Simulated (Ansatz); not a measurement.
**C₃H₁₀O₂Si: density, localisation and related maps**

Input

```
crystal:
  periodic: [false, false, false]
  atoms:
    - { symbol: Si, position_ang: [0.0, 0.0, 0.0] }
    - { symbol: H, position_ang: [0.0, 0.0, 1.46] }
    - { symbol: O, position_ang: [1.5842, 0.0, -0.5594] }
    - { symbol: C, position_ang: [2.3503, -1.1632, -0.836] }
    - { symbol: H, position_ang: [1.7187, -1.9052, -1.3675] }
    - { symbol: H, position_ang: [3.2179, -0.8926, -1.4733] }
    - { symbol: H, position_ang: [2.7141, -1.6023, 0.1163] }
    - { symbol: C, position_ang: [-0.8808, 1.5259, -0.6227] }
    - { symbol: H, position_ang: [-1.9334, 1.2723, -0.8671] }
    - { symbol: H, position_ang: [-0.8624, 2.3106, 0.1622] }
    - { symbol: H, position_ang: [-0.3704, 1.9025, -1.5336] }
    - { symbol: O, position_ang: [-0.7913, -1.3709, -0.5594] }
    - { symbol: C, position_ang: [-1.5365, -2.2685, 0.2501] }
    - { symbol: H, position_ang: [-1.2251, -2.1576, 1.3097] }
    - { symbol: H, position_ang: [-2.6187, -2.04, 0.1571] }
    - { symbol: H, position_ang: [-1.349, -3.3106, -0.083] }
basis:
  gaussian: { orbitals: "6-31G*" }
hamiltonian:
  xc: pbe0
  dispersion: d4
relax:
  f_tol: 0.02
  max_steps: 40
output:
  orbitals: {}
```

Run with:

```sh
ansatz run input.yaml --threads 2 --pin off --max-ram 3072MiB --backend cpu --events-out ev --progress --plain --runs-dir out
```

The fields are those of the relaxed geometry.

Theory: RKS PBE0-D4/6-31G* (Ansatz 0.2.0).

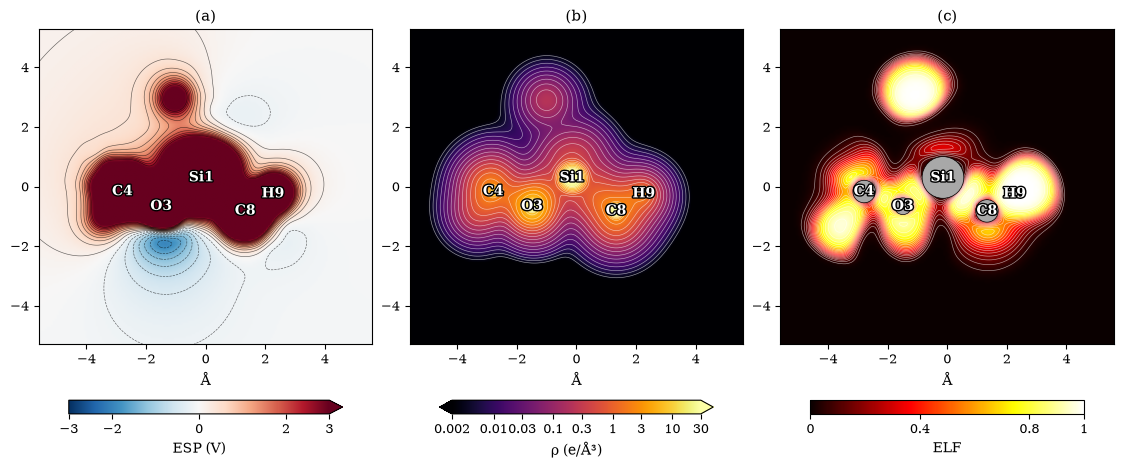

Figure 1. (a) molecular electrostatic potential; (b) total electron density; (c) ELF on the plane of atoms O3, Si1 and C8. Grey discs cover the atomic cores in the ELF map.

**Read the bonding off the picture.**

The section cuts through Si, O, C and H sites.
C–O (1.41 Å): the density is about 2 e/Å³ at the midpoint, with its minimum of 1.7 e/Å³ about 0.5 Å from C; the ELF peaks at about 0.90 between the atoms: a polar covalent bond.
Si–O (1.66 Å): ρ is about 1.1 e/Å³ halfway; the ELF peaks at about 0.90 between the atoms, as expected for a shared but strongly polarised pair.
C–Si (1.85 Å): ρ at the midpoint is about 1 e/Å³; the ELF peaks at about 0.95 between the atoms (a shared electron pair).
C–H (1.09 Å): ρ at the midpoint is about 1.9 e/Å³; the ELF climbs to about 1 towards the hydrogen, as it does in any bond to H (a covalent bond by its length).
The ELF also peaks beside O3, away from the bonds: lone-pair regions.
Outside the dense part of the molecule the potential is most negative (−2.0 V) near O3 and O12.

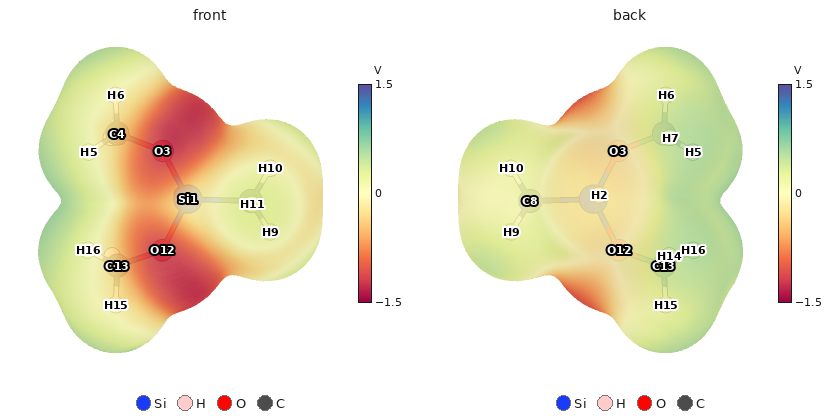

Figure 2. The electrostatic potential painted on the density surface at 0.001 e/bohr³, seen from the front and from behind; red is negative and blue positive.

**Describe the electrostatic potential map.**

The most negative region (about −1.3 V, or −30 kcal/mol for a unit charge) lies over O3 and O12, the most positive (about +0.6 V, or +14 kcal/mol for a unit charge) over H5, H7, H14 and H16.

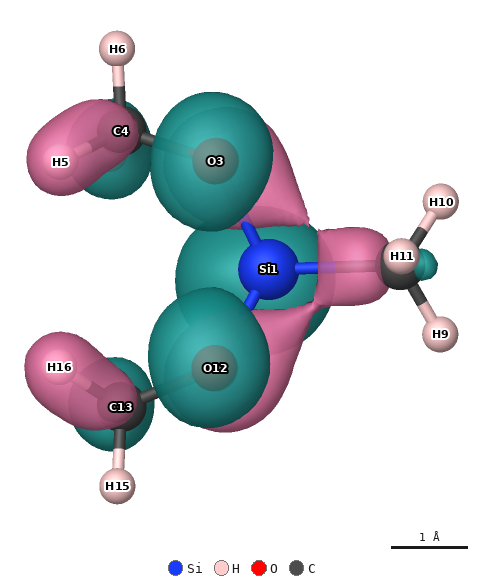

Figure 3. The HOMO−1 at ±0.1 Å⁻³ᐟ² (teal and pink are the two phases), seen across its widest extent.

**What is the character of this orbital?**

By Hirshfeld shares it lies mainly on O3 (about 25 %), O12 (about 25 %), H2 (about 15 %) and Si1 (about 15 %). Its energy is −8.02 eV.
